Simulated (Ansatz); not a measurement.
Input file:

```
crystal:
  periodic: [false, false, false]
  atoms:
    - {symbol: C, position_ang: [-0.521906, -0.520634, -1.183725]}
    - {symbol: C, position_ang: [0.228022, -0.538240, -0.095355]}
    - {symbol: C, position_ang: [0.252024, 0.558902, 0.912978]}
    - {symbol: F, position_ang: [-0.462401, 1.633964, 0.503352]}
    - {symbol: F, position_ang: [1.535300, 0.972512, 1.112328]}
    - {symbol: H, position_ang: [-1.169746, 0.318597, -1.406963]}
    - {symbol: H, position_ang: [-0.507742, -1.345278, -1.885749]}
    - {symbol: H, position_ang: [0.877467, -1.376435, 0.137540]}
    - {symbol: H, position_ang: [-0.142517, 0.250412, 1.888593]}
basis:
  gaussian: {orbitals: def2-TZVPP}
hamiltonian: {xc: pbe0, dispersion: d4}
output: {orbitals: {seedname: orbitals}}
```

Launched as:

```sh
ansatz run in.yaml --threads 2 --pin off --events-out ev --progress --plain --max-ram 32768MiB --backend cpu
```

Geometry: PBE0-D4/def2-TZVP.

All numbers below come from Ansatz 0.2.0, RKS PBE0-D4/def2-TZVPP.

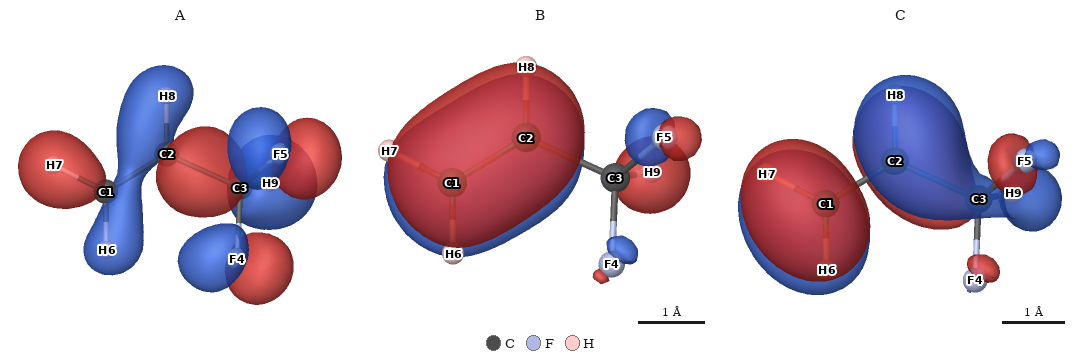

C3H4F2 (SMILES C=CC(F)F). Three frontier orbitals at ±0.1 Å⁻³ᐟ² (blue and red are the two phases), in no order.

Question: Order the three orbitals by energy and name them.

Answer: A is the HOMO−1 (−9.71 eV). It lies mainly on F5 (about 25 %), C3 (about 20 %), F4 (about 15 %), C2 (about 15 %), H9 (about 10 %) and C1 (about 5 %). B is the HOMO (−8.40 eV). By Hirshfeld shares it lies mainly on C1 (about 40 %) and C2 (about 40 %); π-bonding across C1–C2. C is the LUMO (−0.50 eV). Its weight (Hirshfeld) is mainly on C1 (about 40 %), C2 (about 30 %) and C3 (about 10 %); π-antibonding (π*) across C1–C2.

Question: What is the HOMO–LUMO gap?

Answer: 7.90 eV between the orbital energies.
